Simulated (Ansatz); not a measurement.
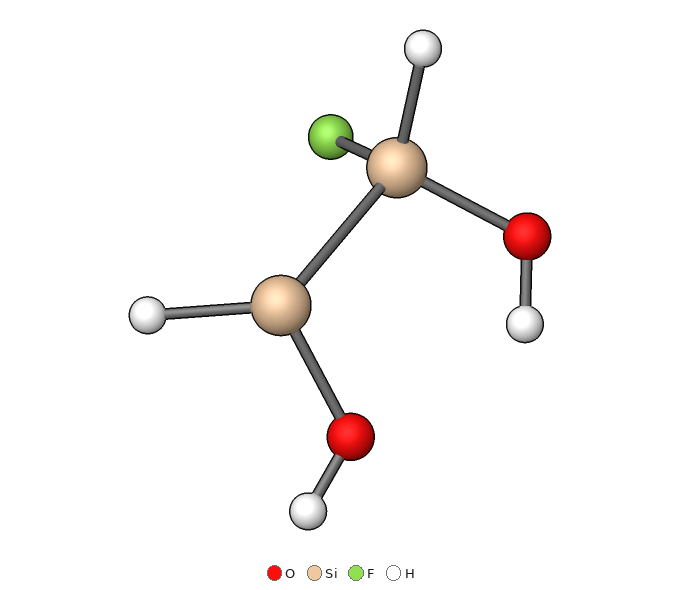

Charge 0, doublet. Harmonic vibrations computed with UKS PBE0-D4/def2-TZVP (Ansatz 0.2.0) at a stationary point of the same level.

**Is this a minimum or a saddle point?**

A minimum: no imaginary frequency, and the lowest mode lies at 49 cm⁻¹.

**List the wavenumbers.**

21 modes: 49, 99, 157, 216, 272, 340, 365, 421, 539, 716, 765, 821, 840, 853, 910, 911, 961, 2153, 2266, 3882, 3909 cm⁻¹.
